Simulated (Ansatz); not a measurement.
# Computed map of one atom of the cell: GaAs (zinc blende)

Relaxed GaAs (zinc blende):

```
GaAs
1.0
    0.00000     5.74558     5.74558
    2.87279     0.00000     2.87279
    2.87279     2.87279     0.00000
As Ga
2 2
Cartesian
  4.30919   4.30919   4.30919
  4.30919   7.18198   7.18198
  0.00000   0.00000   0.00000
  0.00000   2.87279   2.87279
```

Two-dimensional scan of atom 3 (Ga, nearest neighbour As at 2.488 Å; its periodic images, 4.1 Å or more away, move with it): u runs along (1.000, 0.000, 0.000), v along (0.000, 1.000, 0.000) (Cartesian). Cell and other atoms are fixed.

All values below come from PBE (plane waves to 420 eV, PAW, scalar-relativistic; Ansatz, a quantum-chemistry and plane-wave program). k mesh 4×8×8 (Γ-centred), Fermi-Dirac smearing 0.05 eV. Energies are smeared free energies. Stress and pressure are positive under compression. Points where atoms come too close for the PAW data are left out (x in tables, blank in figures). As the smearing reaches across the gap at some points, energies and forces of such displacements shift with the k mesh and the smearing. GaAs was relaxed with its symmetry unable to fall. ΔE is measured from the undisplaced structure. Axes are in Å.

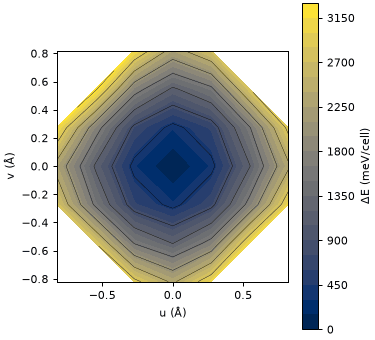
Fig. 1. ΔE (meV/cell) over the 7×7 grid of computed points.

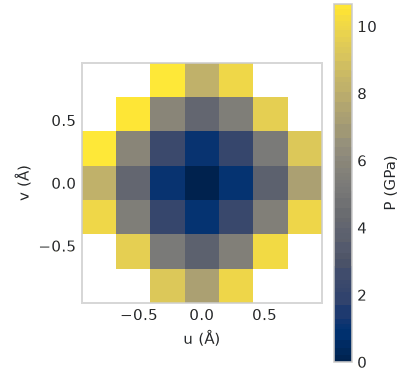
Figure: P (GPa) over the 7×7 grid of computed points.

Lowest place on the grid: u = 0.000 Å, v = 0.000 Å (0 meV/cell). Principal force constants in the plane (five-point differences of the forces): 8.1 and 9.3 eV/Å². Centre of the map: a minimum.

(For displaced atoms, the force is minus the slope of the energy, and its curvature is a force constant, which sets phonon frequencies.)
